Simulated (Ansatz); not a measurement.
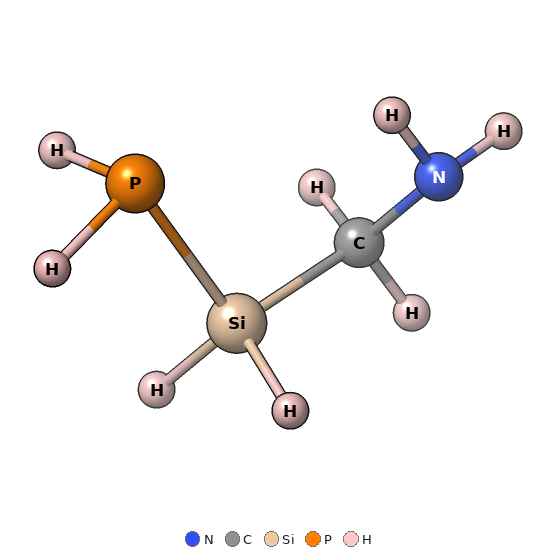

Orthographic view. Depth is shown by fading: the farther an atom, the more it takes the colour of the background. The geometry was computed by an optimisation with PBE0-D4/def2-TZVP. No frequency run is at hand to confirm it as a minimum.

Give the standard InChI.

InChI=1S/CH8NPSi/c2-1-4-3/h1-4H2
